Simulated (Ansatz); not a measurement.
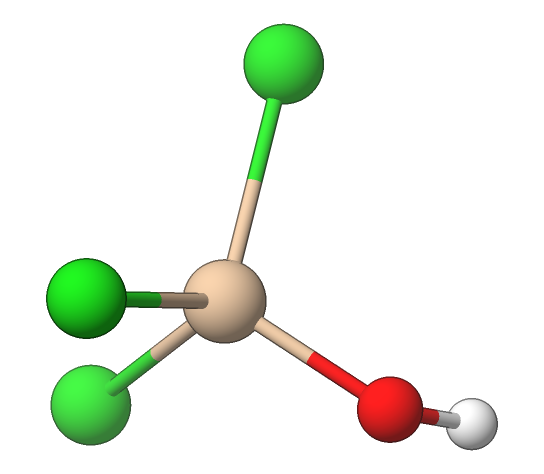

The picture shows a molecular structure as a ball-and-stick model. Colours: silicon light orange, chlorine green, oxygen red, hydrogen white.

The computed structure is the end point of a PBE0-D4/def2-TZVP optimisation.

Question: Which formula does it have?

Answer: Cl3HOSi, 6 atoms: 3 chlorine, 1 hydrogen, 1 oxygen and 1 silicon.

Question: How many atoms are distinct by symmetry?

Answer: 5: 1 Si, 2 Cl, 1 Cl, 1 O, 1 H.

More results for the same structure follow; atom numbers are the same in all pictures, views and colours differ.

### Shape

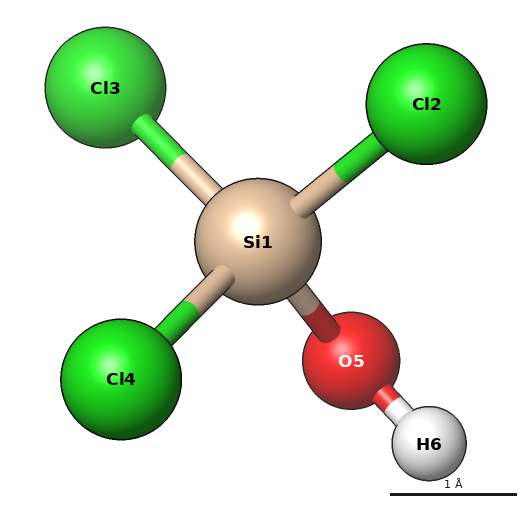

Atoms carry their numbers in the input.

Estimate the angles Cl2–Si1–Cl4, Cl2–Si1–Cl3, Cl3–Si1–O5, Cl2–Si1–O5, Si1–O5–H6.

| angle | degrees |
| --- | --- |
| Cl2–Si1–Cl4 | 107.8 |
| Cl2–Si1–Cl3 | 109.9 |
| Cl3–Si1–O5 | 106.6 |
| Cl2–Si1–O5 | 111.3 |
| Si1–O5–H6 | 118.5 |

### Dipole moment

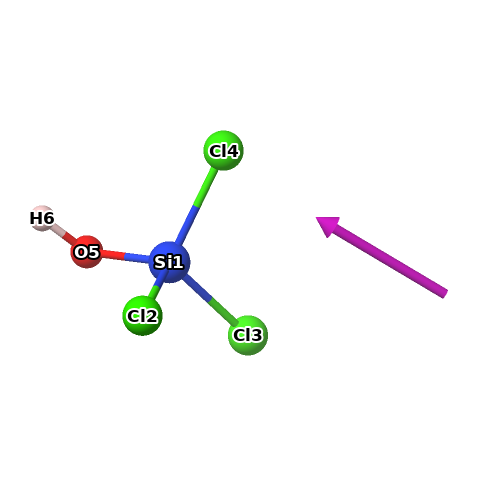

The arrow beside the molecule shows the direction of the dipole moment, from the negative to the positive end (its length means nothing). Method: RKS PBE0-D4/def2-TZVP (Ansatz 0.2.0).

Question: Estimate the dipole moment.

Answer: 1.66 D; it points from the side of Cl3 to the side of H6 (the outermost atoms at the two ends).

### Vibrations

Harmonic vibrations computed with RKS PBE0-D4/def2-TZVP (Ansatz 0.2.0) at a stationary point of the same level.

Question: List the wavenumbers.

Answer: 12 modes: 124, 165, 202, 235, 273, 289, 463, 612, 618, 820, 969, 3909 cm⁻¹.

### Electronic properties

Properties computed with RHF-CCSD(T), frozen core/def2-TZVPP (Ansatz 0.2.0).

Question: Estimate the T1 diagnostic.

Answer: 0.009.
